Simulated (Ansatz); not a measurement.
# CH6BNTe: the cost of one run

All numbers are computed with Ansatz 0.2.0 through its Python package. Level of theory: PBE0/def2-SVP.

## Step 1: Starting point

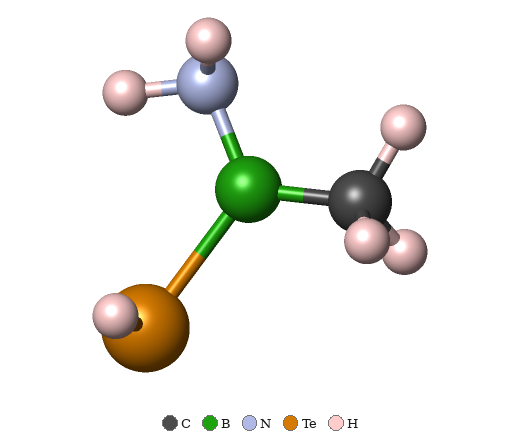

The starting structure, viewed from a chosen angle; carbon dark grey, boron green, nitrogen light blue, tellurium orange, hydrogen pink.

No structure file is read: the coordinates are typed or built in the script.

## Step 2: The code

Input file ch6bnte.py:

```python
'''Energy to split CH6BNTe into its atoms.'''

from collections import Counter

import ansatz
from ase import Atoms


def single_point(molecule, charge=0, unpaired=0):
    calc = molecule.calculation().basis(gaussian='def2-SVP').functional('pbe0')
    if charge:
        calc = calc.charge(charge)
    if unpaired:
        calc = calc.spin('collinear', total=unpaired)
    return calc.run(threads=1).report['free_energy_ev']


def main() -> None:
    atoms = Atoms(['C', 'B', 'N', 'Te', 'H', 'H', 'H', 'H', 'H', 'H'], positions=[
        (-1.123, 0.6763, -0.2327),
        (0.005, -0.3355, -0.1144),
        (0.1444, -1.1367, 1.1536),
        (1.4733, -0.6165, -1.8169),
        (-1.8235, 0.4314, -1.1125),
        (-1.7713, 0.7551, 0.6877),
        (-0.7193, 1.7317, -0.4227),
        (1.0576, -1.728, 1.0439),
        (0.4017, -0.4412, 1.9713),
        (2.4385, 0.6123, -1.1544),
    ])
    ch6bnte = ansatz.Crystal.molecule_from_ase(atoms)

    # unpaired electrons of the ground-state atoms
    unpaired = {'C': 2, 'B': 1, 'N': 3, 'Te': 2, 'H': 1}
    counts = Counter(site.symbol for site in ch6bnte.cartesian_sites)
    atom_energy = {s: single_point(ansatz.Crystal.molecule().atom(s, (0, 0, 0)), 0, unpaired[s]) for s in counts}
    whole = single_point(ch6bnte, 0, 0)
    for s, e in atom_energy.items():
        print(f'{s:2s} x{counts[s]}  {e:14.5f} eV')
    print(f'CH6BNTe: {whole:.5f} eV')
    split = sum(counts[s] * e for s, e in atom_energy.items()) - whole
    print(f'atomisation energy (no zero-point term): {23.060548 * split:.1f} kcal/mol, {split / sum(counts.values()):.3f} eV an atom')


if __name__ == '__main__':
    main()
```

## Step 3: What the engine is handed

The package turns the script's settings into the engine's input (first run):

```yaml
crystal:
  periodic: [false, false, false]
  atoms:
    - { symbol: C, position_ang: [0.0, 0.0, 0.0] }
basis:
  gaussian:
    orbitals: def2-SVP
hamiltonian:
  xc: pbe0
magnetization:
  spin_polarized: true
  initial_magnetization: 2.0
```

## Step 4: Launch

The run is started by

```sh
$ python ch6bnte.py
```

**Question.** How long does this script take on 1 thread of Arm Neoverse V1, shared host, and how much memory does it need?

About 4.3 s, with a peak of 0.25 GiB.
